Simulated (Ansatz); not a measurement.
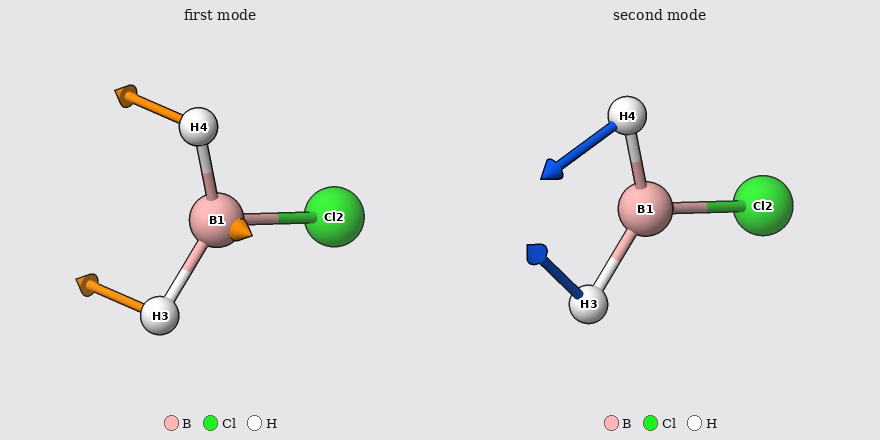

The system is BClH2, SMILES BCl; the picture shows the reference structure; its two panels give the patterns of the first and the second mode as arrows. Coordinates scanned: (1) normal mode 3 (1074 cm⁻¹); (2) normal mode 4 (1317 cm⁻¹). Nothing is relaxed (straight displacements along the two mass-weighted modes). The grid has 15 × 15 points; 120 points were computed and 105 follow by symmetry. Points are written as (first, second). Energies are in kJ/mol, from the lowest grid point. The calculation used Ansatz 0.2.0, RHF/def2-TZVP.

Its coordinates:

```xyz
4

B    -0.1208    0.0228   -0.0775
Cl    1.3759   -0.3983    0.7270
H    -1.1051   -0.5523    0.2336
H    -0.0944    0.8675   -0.9035
```

Range: normal mode 3 (1074 cm⁻¹) from −0.376 to 0.376 amu½·Å; normal mode 4 (1317 cm⁻¹) from −0.307 to 0.307 amu½·Å.

**What will the energy surface look like?**

The lowest grid point is at (0.000 amu½·Å, 0.000 amu½·Å). It is the only kind of minimum in the scanned range. The highest grid point, (−0.376 amu½·Å, 0.307 amu½·Å), lies 63.6 kJ/mol above the lowest.

| second ↓, first → | −0.376 | −0.322 | −0.269 | −0.215 | −0.161 | −0.107 | −0.054 | 0.000 | 0.054 | 0.107 | 0.161 | 0.215 | 0.269 | 0.322 | 0.376 |
| --- | --- | --- | --- | --- | --- | --- | --- | --- | --- | --- | --- | --- | --- | --- | --- |
| 0.307 | 63.6 | 54.6 | 47.1 | 41.1 | 36.4 | 33.1 | 31.2 | 30.5 | 31.2 | 33.1 | 36.4 | 41.1 | 47.1 | 54.6 | 63.6 |
| 0.263 | 54.9 | 46.0 | 38.6 | 32.6 | 28.0 | 24.8 | 22.9 | 22.2 | 22.9 | 24.8 | 28.0 | 32.6 | 38.6 | 46.0 | 54.9 |
| 0.219 | 47.5 | 38.7 | 31.4 | 25.5 | 21.0 | 17.8 | 15.9 | 15.3 | 15.9 | 17.8 | 21.0 | 25.5 | 31.4 | 38.7 | 47.5 |
| 0.175 | 41.5 | 32.8 | 25.6 | 19.8 | 15.3 | 12.2 | 10.3 | 9.7 | 10.3 | 12.2 | 15.3 | 19.8 | 25.6 | 32.8 | 41.5 |
| 0.131 | 36.8 | 28.2 | 21.1 | 15.4 | 11.0 | 7.9 | 6.0 | 5.4 | 6.0 | 7.9 | 11.0 | 15.4 | 21.1 | 28.2 | 36.8 |
| 0.088 | 33.5 | 25.0 | 17.9 | 12.2 | 7.9 | 4.8 | 3.0 | 2.4 | 3.0 | 4.8 | 7.9 | 12.2 | 17.9 | 25.0 | 33.5 |
| 0.044 | 31.4 | 22.9 | 15.9 | 10.3 | 6.0 | 3.0 | 1.2 | 0.6 | 1.2 | 3.0 | 6.0 | 10.3 | 15.9 | 22.9 | 31.4 |
| 0.000 | 30.5 | 22.2 | 15.2 | 9.6 | 5.4 | 2.4 | 0.6 | 0.0 | 0.6 | 2.4 | 5.4 | 9.6 | 15.2 | 22.2 | 30.5 |
| −0.044 | 31.0 | 22.6 | 15.7 | 10.2 | 5.9 | 2.9 | 1.2 | 0.6 | 1.2 | 2.9 | 5.9 | 10.2 | 15.7 | 22.6 | 31.0 |
| −0.088 | 32.6 | 24.3 | 17.4 | 11.9 | 7.7 | 4.7 | 2.9 | 2.3 | 2.9 | 4.7 | 7.7 | 11.9 | 17.4 | 24.3 | 32.6 |
| −0.131 | 35.5 | 27.2 | 20.3 | 14.8 | 10.6 | 7.6 | 5.8 | 5.2 | 5.8 | 7.6 | 10.6 | 14.8 | 20.3 | 27.2 | 35.5 |
| −0.175 | 39.5 | 31.2 | 24.3 | 18.8 | 14.6 | 11.6 | 9.9 | 9.3 | 9.9 | 11.6 | 14.6 | 18.8 | 24.3 | 31.2 | 39.5 |
| −0.219 | 44.8 | 36.4 | 29.6 | 24.0 | 19.8 | 16.8 | 15.0 | 14.4 | 15.0 | 16.8 | 19.8 | 24.0 | 29.6 | 36.4 | 44.8 |
| −0.263 | 51.2 | 42.9 | 36.0 | 30.4 | 26.1 | 23.1 | 21.4 | 20.8 | 21.4 | 23.1 | 26.1 | 30.4 | 36.0 | 42.9 | 51.2 |
| −0.307 | 58.8 | 50.5 | 43.5 | 37.9 | 33.6 | 30.6 | 28.8 | 28.2 | 28.8 | 30.6 | 33.6 | 37.9 | 43.5 | 50.5 | 58.8 |

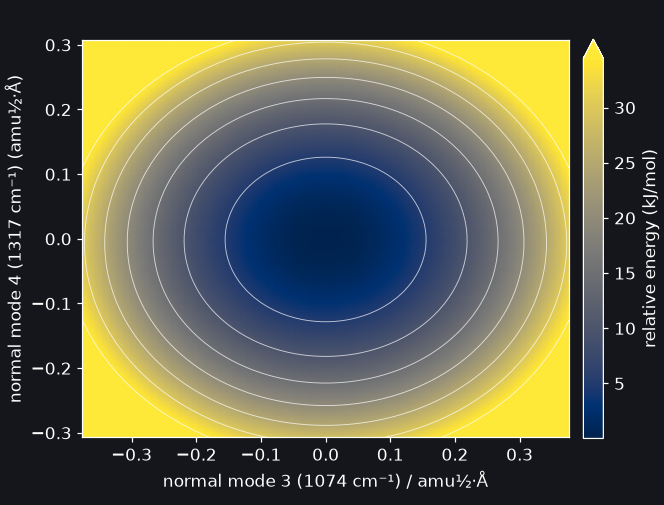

The picture shows a smooth colour map with a few white contour lines, one colour for all values above the top of the scale. Between grid points the surface is interpolated.

Each point was launched as `ansatz run input.yaml --threads 1 --pin off --max-ram 2560MiB --backend cpu --events-out ev --progress --plain --runs-dir out`. Time for the 120 points that were run: 55 s on 1 thread of Arm Neoverse V2 (shared host).
